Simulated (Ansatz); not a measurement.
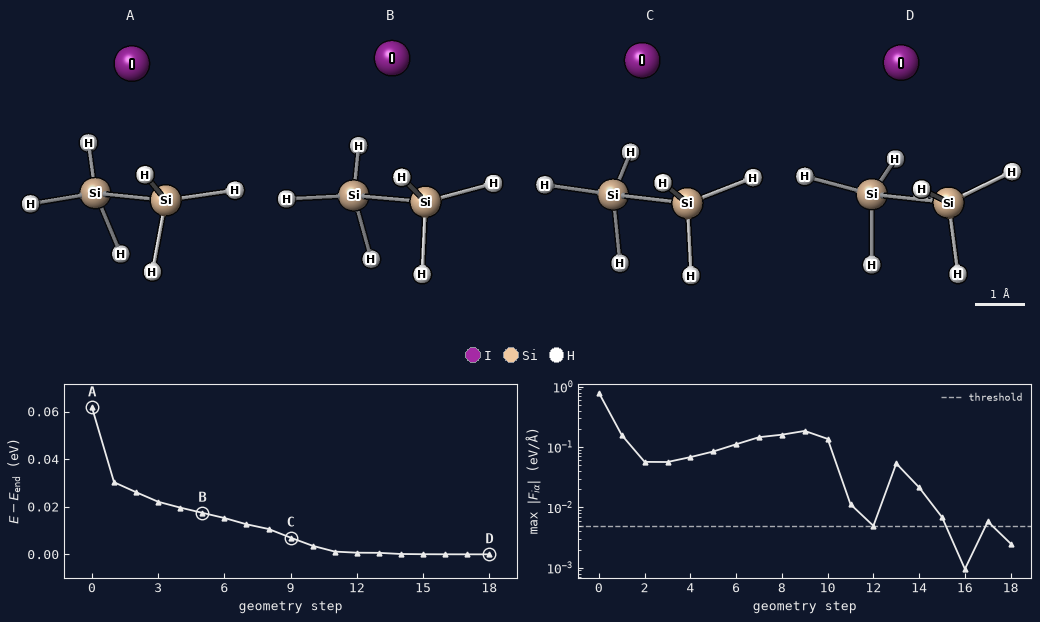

Frames of a relaxation of Si2H6I (multiplicity 2) (started from a transition state, displaced along its imaginary mode), marked on the history of the run. A ball-and-stick model, seen from a free direction.

Computed with UKS PBE0-D4/def2-TZVP (Ansatz).

The input:
```yaml
crystal:
  periodic: [false, false, false]
  atoms:
    - {symbol: I, position_ang: [-2.047832, -1.577071, -0.053979]}
    - {symbol: Si, position_ang: [-0.310979, 0.762311, -0.904936]}
    - {symbol: Si, position_ang: [0.574901, -0.536238, 0.959158]}
    - {symbol: H, position_ang: [-1.729786, 1.093010, -1.354495]}
    - {symbol: H, position_ang: [0.341423, 2.024676, -0.456754]}
    - {symbol: H, position_ang: [0.414648, 0.176932, -2.056775]}
    - {symbol: H, position_ang: [0.002400, -0.178336, 2.273921]}
    - {symbol: H, position_ang: [0.884379, -1.970197, 0.809299]}
    - {symbol: H, position_ang: [1.870646, 0.204914, 0.784662]}
basis:
  gaussian: {orbitals: def2-TZVP}
magnetization: {spin_polarized: true, initial_magnetization: 1}
hamiltonian: {xc: pbe0, dispersion: d4}
relax: {f_tol: 0.005, max_steps: 200}
```

Run as
```bash
ansatz run in.yaml --threads 8 --pin off --events-out ev --progress --plain --max-ram 19148MiB
```

**Describe the path.**

The energy falls by 0.062 eV in 18 geometry steps. Largest force component: 0.79 eV/Å at the start, 0.0025 eV/Å at the end. The forces were under the threshold at step 12, but the run went on from there. The largest move after the best rigid fit is that of H5, 0.71 Å. Largest moves by element: H 0.71 Å, I 0.28 Å, Si 0.10 Å. Near-neighbour distances that change, for instance: I1–Si3 2.998 → 3.095 Å, I1–Si2 3.035 → 3.095 Å, Si2–H4 1.525 → 1.479 Å, Si2–Si3 2.438 → 2.445 Å. Bond angles that change, for instance: Si3–Si2–H4 132.8° → 115.5°, Si3–Si2–H6 101.9° → 115.5°, Si2–Si3–H9 87.8° → 95.8°. Groups turn about Si2–Si3 by about 40°. Cost: 110 s on 8 threads of Intel Xeon @ 2.50GHz, with other jobs on the host. From step 0 to 5: H atoms move most (0.22 Å), energy −0.044 eV. From step 5 to 9: H6 moves most (0.30 Å), energy −0.010 eV. From step 9 to 18: H5 moves most (0.22 Å), energy −0.007 eV.

```csv
step,"E − E(0), eV","largest force component, eV/Å"
0,0.0000,0.7930
1,-0.0314,0.1578
2,-0.0356,0.0568
3,-0.0396,0.0565
4,-0.0421,0.0681
5,-0.0443,0.0844
6,-0.0464,0.1112
7,-0.0491,0.1457
8,-0.0510,0.1602
9,-0.0547,0.1851
10,-0.0581,0.1366
11,-0.0605,0.0113
12,-0.0610,0.0049
13,-0.0611,0.0534
14,-0.0616,0.0214
15,-0.0616,0.0069
16,-0.0617,0.0010
17,-0.0617,0.0058
18,-0.0617,0.0025
```
